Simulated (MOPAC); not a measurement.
# C2F4O: frequency calculation (part 1 of 2)

System: C2F4O.
Method: PM6-D3, closed shell, dispersion D3 (MOPAC 23.2.5).

The geometry was optimised with PM6-D3.

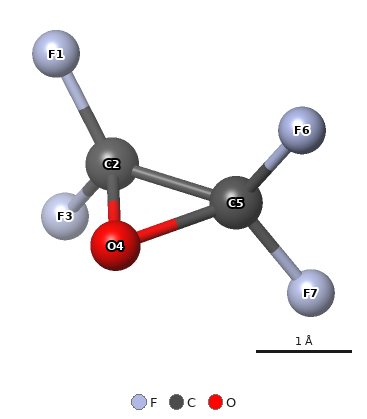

The structure (ball-and-stick view, seen at a tilt; atoms are numbered from 1 in the order of the input).

Input file (input.mop):
```
PM6-D3 FORCE THERMO(298,398,100) AUX(PRECISION=6) T=10M THREADS=1
frequencies of C2F4O
FC1(F)OC1(F)F
F     -0.299885 +1    -1.229143 +1     1.361491 +1
C     -0.157812 +1    -0.729636 +1     0.151977 +1
F     -0.603679 +1    -1.611922 +1    -0.717155 +1
O      1.150037 +1    -0.195058 +1    -0.137589 +1
C      0.047614 +1     0.734802 +1    -0.147727 +1
F      0.108218 +1     1.680281 +1     0.766060 +1
F     -0.195554 +1     1.297471 +1    -1.312584 +1
```

Command:
```bash
mopac input.mop
```

Log:
```
MOPAC v23.2.5
PM6-D3 CALCULATION RESULTS

 *  PM6-D3     - CORRECT DISPERSION USING D3 METHOD
 *  FORCE      - FORCE CALCULATION SPECIFIED
 *  THREADS=1  - MULTI-THREADING NOT USED
 *  AUX        - OUTPUT AUXILIARY INFORMATION
 *  THERMO     - THERMODYNAMIC QUANTITIES TO BE CALCULATED
PM6-D3 FORCE THERMO(298,398,100) AUX(PRECISION=6) T=10M THREADS=1
 frequencies of C2F4O
 FC1(F)OC1(F)F
   ATOM   CHEMICAL          X               Y               Z
  NUMBER   SYMBOL      (ANGSTROMS)     (ANGSTROMS)     (ANGSTROMS)

     1       F         -0.29988500  *  -1.22914300  *   1.36149100  *
     2       C         -0.15781200  *  -0.72963600  *   0.15197700  *
     3       F         -0.60367900  *  -1.61192200  *  -0.71715500  *
     4       O          1.15003700  *  -0.19505800  *  -0.13758900  *
     5       C          0.04761400  *   0.73480200  *  -0.14772700  *
     6       F          0.10821800  *   1.68028100  *   0.76606000  *
     7       F         -0.19555400  *   1.29747100  *  -1.31258400  *

          CARTESIAN COORDINATES

    NO.       ATOM           X           Y           Z

     1         F         -0.2999     -1.2291      1.3615
     2         C         -0.1578     -0.7296      0.1520
     3         F         -0.6037     -1.6119     -0.7172
     4         O          1.1500     -0.1951     -0.1376
     5         C          0.0476      0.7348     -0.1477
     6         F          0.1082      1.6803      0.7661
     7         F         -0.1956      1.2975     -1.3126

           Empirical Formula: C2 O F4  =     7 atoms

      MOLECULAR POINT GROUP   :   C2v

      RHF CALCULATION, NO. OF DOUBLY OCCUPIED LEVELS = 21

          HEAT OF FORMATION =    -205.213025 KCALS/MOLE

          CARTESIAN COORDINATE DERIVATIVES

   NUMBER  ATOM         X            Y            Z

     1       F      0.000557     0.001635    -0.001965
     2       C      0.001363    -0.000159     0.004909
     3       F     -0.001768     0.000500    -0.000322
     4       O     -0.000118    -0.002686    -0.003652
     5       C     -0.003003     0.000685     0.002722
     6       F      0.002877     0.001431    -0.001303
     7       F      0.000094    -0.001405    -0.000388

 DIPOLE           X         Y         Z       TOTAL
 POINT-CHG.    -0.296     0.411     1.921     1.986
 HYBRID         0.074    -0.103    -0.482     0.498
 SUM           -0.222     0.308     1.439     1.488

          GRADIENT NORM =   0.00938

          MOLECULAR WEIGHT =  116.02

          ROTATIONAL CONSTANTS IN CM(-1)

          A =    0.14847447   B =    0.07978009   C =    0.06220257

           PRINCIPAL MOMENTS OF INERTIA IN UNITS OF 10**(-40)*GRAM-CM**2

          A =      188.5358   B =      350.8739   C =      450.0256

          ORIENTATION OF MOLECULE IN FORCE CALCULATION

    NO.       ATOM         X         Y         Z

     1          F      -1.7490    0.6001   -0.1531
     2          C      -0.4327    0.6001   -0.1531
     3          F      -0.0170    1.8490   -0.1531
     4          O       0.1774   -0.2460   -1.1490
     5          C       0.4206   -0.5832    0.2320
     6          F      -0.0538   -1.7508    0.6119
     7          F       1.6782   -0.5019    0.6119

    FIRST DERIVATIVES WILL BE USED IN THE CALCULATION OF SECOND DERIVATIVES

          ESTIMATED TIME TO COMPLETE CALCULATION =        0.33 SECONDS

    FOR POINT-GROUP C2v  THERE ARE   4 UNIQUE SYMMETRY FUNCTIONS.

 STEP:   1 TIME =     0.00 SECS, INTEGRAL =      0.00 TIME LEFT:    599.99
 STEP:   2 TIME =     0.01 SECS, INTEGRAL =      0.01 TIME LEFT:    599.98
 STEP:   3 TIME =     0.01 SECS, INTEGRAL =      0.02 TIME LEFT:    599.98
 STEP:   4 TIME =     0.00 SECS, INTEGRAL =      0.02 TIME LEFT:    599.98
 STEP:   5 TIME =     0.01 SECS, INTEGRAL =      0.02 TIME LEFT:    599.97
 STEP:   6 TIME =     0.00 SECS, INTEGRAL =      0.02 TIME LEFT:    599.97
 STEP:   7                       INTEGRAL =      0.02 TIME LEFT:    599.97
 STEP:   8                       INTEGRAL =      0.02 TIME LEFT:    599.97
 STEP:   9                       INTEGRAL =      0.02 TIME LEFT:    599.97
 STEP:  10 TIME =     0.01 SECS, INTEGRAL =      0.03 TIME LEFT:    599.96
 STEP:  11 TIME =     0.00 SECS, INTEGRAL =      0.03 TIME LEFT:    599.96
 STEP:  12 TIME =     0.01 SECS, INTEGRAL =      0.04 TIME LEFT:    599.95
 STEP:  13                       INTEGRAL =      0.04 TIME LEFT:    599.95
 STEP:  14                       INTEGRAL =      0.04 TIME LEFT:    599.95
 STEP:  15                       INTEGRAL =      0.04 TIME LEFT:    599.95
 STEP:  16                       INTEGRAL =      0.04 TIME LEFT:    599.95
 STEP:  17                       INTEGRAL =      0.04 TIME LEFT:    599.95
 STEP:  18                       INTEGRAL =      0.04 TIME LEFT:    599.95
 STEP:  19                       INTEGRAL =      0.04 TIME LEFT:    599.95
 STEP:  20                       INTEGRAL =      0.04 TIME LEFT:    599.95
 STEP:  21                       INTEGRAL =      0.04 TIME LEFT:    599.95

(To convert to Hartree/Bohr^2, multiply by (10^(-21) x N x a0^2)/(4.184 x 627.51) =  0.0642)

           FORCE MATRIX IN MILLIDYNES/ANGSTROM

                  F  1       C  2       F  3       O  4       C  5       F  6
 ------------------------------------------------------------------------------
     F    1   8.321049
     C    2   6.609029  15.460682
     F    3   1.352606   6.608643   8.321049
     O    4   0.738842   4.734145   0.739933   8.822213
     C    5   0.562116   4.619340   0.562116   4.734146  15.460682
     F    6   0.055853   0.562318   0.061918   0.740051   6.608643   8.321049
     F    7   0.061918   0.562249   0.055853   0.739571   6.609029   1.352606

                  F  7
 ------------------
     F    7   8.321049

          HEAT OF FORMATION =    -205.213025 KCALS/MOLE

          ZERO POINT ENERGY      15.957 KCAL/MOL

           NORMAL COORDINATE ANALYSIS (Total motion = 1 Angstrom)

   Root No.       1         2         3         4         5         6         7         8

                 1 B1      1 A2      1 A1      2 A2      2 A1      2 B1      1 B2      2 B2

                 173.1     173.5     307.0     406.4     410.7     430.9     452.5     524.8

           1   -0.0531   -0.0113    0.0389    0.1486   -0.0164   -0.0848   -0.0509    0.0449
           2    0.1561   -0.0331   -0.1347   -0.0760   -0.1159    0.0472   -0.1336    0.0446
           3   -0.0808   -0.2425    0.0939    0.0013   -0.0632    0.0689   -0.0363   -0.0566
           4   -0.0591   -0.0081    0.0286    0.1348   -0.0230   -0.0760   -0.0530    0.0369
           5   -0.0426   -0.0058   -0.0397    0.0972    0.0319   -0.0548    0.0734   -0.0512
           6   -0.0000    0.0000   -0.0857   -0.0000    0.1452    0.0000    0.0490    0.2806
           7    0.1314   -0.0350    0.1155   -0.0252    0.1152    0.0180    0.1428   -0.0565
           8   -0.0997   -0.0003   -0.0794    0.1650   -0.0211   -0.0954    0.0061   -0.0285
           9    0.0808    0.2425    0.0939   -0.0013   -0.0632   -0.0689   -0.0363   -0.0566
          10   -0.0970   -0.0000    0.0191    0.0000   -0.0249    0.2728   -0.1154   -0.0481
          11   -0.0699    0.0000   -0.0265   -0.0000    0.0345    0.1967    0.1601    0.0667
          12    0.0000   -0.0000   -0.1238    0.0000    0.1614   -0.0000   -0.0521   -0.0217
          13   -0.0591    0.0081   -0.0002   -0.1348   -0.0219   -0.0760   -0.0319    0.1131
          14   -0.0426    0.0058    0.0002   -0.0972    0.0304   -0.0548    0.0443   -0.1569
          15    0.0000   -0.0000   -0.0986    0.0000    0.1457    0.0000   -0.0873   -0.2129
          16    0.1427   -0.0365   -0.1325    0.0142   -0.0905   -0.0086    0.1264   -0.0721
          17   -0.1154    0.0995    0.1030   -0.1498   -0.0132   -0.0585    0.0290   -0.0069
          18    0.0076    0.2209    0.0165    0.0722   -0.0967    0.1033    0.0704    0.0443
          19   -0.0644    0.0829   -0.0559   -0.1376    0.0411   -0.0582   -0.0674    0.0294
          20    0.1718   -0.0661    0.1583    0.0608    0.0817    0.0103   -0.1107    0.0662
          21   -0.0076   -0.2209    0.0165   -0.0722   -0.0967   -0.1033    0.0704    0.0443

   Root No.       9        10        11        12        13        14        15

                 3 B2      3 A1      4 A1      4 B2      3 A2      3 B1      5 A1

                 716.6     795.5    1100.6    1263.8    1381.4    1398.0    1627.1

           1    0.0899    0.1589    0.0732    0.1185   -0.1044   -0.1076    0.0533
           2    0.0162    0.0238    0.0009   -0.0018   -0.0030    0.0015   -0.0009
           3   -0.0150   -0.0126    0.0064    0.0033    0.0015   -0.0030    0.0003
           4    0.0647    0.0596   -0.0383   -0.1452    0.2360    0.2269   -0.1886
           5   -0.0898   -0.0826    0.0531    0.2013    0.1702    0.1636    0.2615
           6   -0.1424    0.1374   -0.1995    0.0048   -0.0000   -0.0000    0.0356
           7   -0.0437   -0.0728   -0.0240   -0.0357   -0.0358   -0.0325   -0.0159
           8   -0.0802   -0.1432   -0.0692   -0.1130   -0.0982   -0.1026   -0.0508
           9   -0.0150   -0.0126    0.0064    0.0033   -0.0015    0.0030    0.0003
          10   -0.1522    0.0020   -0.0427    0.0166    0.0000   -0.0080    0.0206
          11    0.2110   -0.0028    0.0592   -0.0231    0.0000   -0.0058   -0.0286
          12   -0.0687   -0.0129    0.2767    0.0075   -0.0000    0.0000   -0.1336
          13    0.0152   -0.0914    0.0909   -0.1249   -0.2360    0.2269    0.1537
          14   -0.0211    0.1268   -0.1260    0.1731   -0.1702    0.1636   -0.2132
          15    0.1785    0.0692   -0.1412   -0.1267    0.0000   -0.0000    0.1901
          16   -0.0510    0.0820    0.0254   -0.0401    0.0407   -0.0365    0.0183
          17   -0.0700    0.1304    0.0673   -0.1069    0.0914   -0.0970    0.0476
          18    0.0325   -0.0473   -0.0152    0.0320   -0.0303    0.0291   -0.0155
          19    0.0825   -0.1497   -0.0718    0.1141    0.0995   -0.1036   -0.0509
          20    0.0263   -0.0367   -0.0028    0.0043    0.0098   -0.0040   -0.0023
          21    0.0325   -0.0473   -0.0152    0.0320    0.0303   -0.0291   -0.0155

           MASS-WEIGHTED COORDINATE ANALYSIS (NORMAL COORDINATES)

   Root No.       1         2         3         4         5         6         7         8

                 1 B1      1 A2      1 A1      2 A2      2 A1      2 B1      1 B2      2 B2

                 173.1     173.5     307.0     406.4     410.7     430.9     452.5     524.8

           1   -0.1356   -0.0231    0.1039    0.3884   -0.0467   -0.2100   -0.1383    0.1203
           2    0.3983   -0.0676   -0.3600   -0.1986   -0.3307    0.1169   -0.3629    0.1194
           3   -0.2061   -0.4947    0.2509    0.0033   -0.1804    0.1708   -0.0987   -0.1514
           4   -0.1199   -0.0131    0.0608    0.2802   -0.0521   -0.1497   -0.1144    0.0786
           5   -0.0865   -0.0094   -0.0843    0.2021    0.0723   -0.1080    0.1586   -0.1090
           6   -0.0000    0.0000   -0.1821   -0.0000    0.3294    0.0000    0.1057    0.5973
           7    0.3351   -0.0714    0.3088   -0.0658    0.3285    0.0446    0.3880   -0.1513
           8   -0.2544   -0.0006   -0.2123    0.4313   -0.0601   -0.2362    0.0167   -0.0764
           9    0.2061    0.4947    0.2509   -0.0033   -0.1804   -0.1708   -0.0987   -0.1514
          10   -0.2270   -0.0000    0.0469    0.0000   -0.0652    0.6199   -0.2877   -0.1182
          11   -0.1637    0.0000   -0.0650   -0.0000    0.0904    0.4470    0.3990    0.1639
          12    0.0000   -0.0000   -0.3036    0.0000    0.4224   -0.0000   -0.1298   -0.0533
          13   -0.1199    0.0131   -0.0003   -0.2802   -0.0498   -0.1497   -0.0690    0.2408
          14   -0.0865    0.0094    0.0004   -0.2021    0.0690   -0.1080    0.0956   -0.3339
          15    0.0000   -0.0000   -0.2097    0.0000    0.3305    0.0000   -0.1885   -0.4532
          16    0.3639   -0.0745   -0.3543    0.0372   -0.2581   -0.0213    0.3432   -0.1930
          17   -0.2944    0.2030    0.2755   -0.3916   -0.0376   -0.1448    0.0787   -0.0186
          18    0.0193    0.4507    0.0441    0.1887   -0.2758    0.2559    0.1912    0.1186
          19   -0.1644    0.1691   -0.1495   -0.3598    0.1171   -0.1441   -0.1831    0.0786
          20    0.4383   -0.1348    0.4232    0.1589    0.2330    0.0256   -0.3008    0.1772
          21   -0.0193   -0.4507    0.0441   -0.1887   -0.2758   -0.2559    0.1912    0.1186

   Root No.       9        10        11        12        13        14        15

                 3 B2      3 A1      4 A1      4 B2      3 A2      3 B1      5 A1

                 716.6     795.5    1100.6    1263.8    1381.4    1398.0    1627.1
```
